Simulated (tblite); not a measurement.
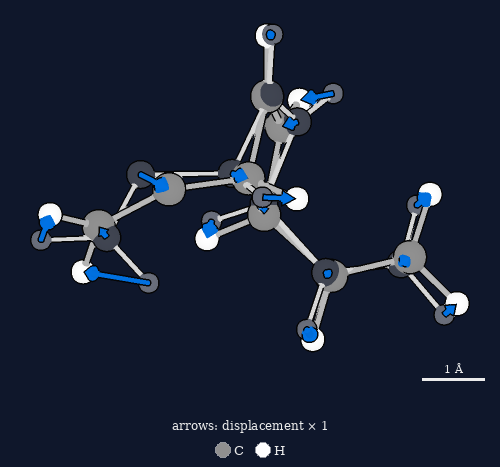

A relaxation of C$_{8}$H$_{9}$ (multiplicity 2). The starting structure is drawn faded, the final one solid; blue arrows show the displacements, at their true length. The two geometries are superimposed by the best rigid fit.

Style: ball-and-stick. Shown at a tilt.

The calculation used tblite 0.8.0, GFN2-xTB geometry optimisation, gas phase. 

> Describe the change and its energy.

An H atom moves most after the best rigid fit: 1.62 Å. Largest moves by element: H 1.62 Å, C 0.86 Å. Some distances before and after: C–C 1.485 → 1.627 Å, C–C 1.490 → 1.425 Å, C–C 1.454 → 1.513 Å, C–C 1.340 → 1.293 Å. Among the angles between lasting bonds that change: C–C–C 116.8° → 146.6°, H–C–H 124.7° → 114.0°, C–C–H 116.3° → 124.0°. Groups turn about C–C by about 85°, C–C by about 30°. Over 90 geometry steps the energy falls by 0.976 eV.
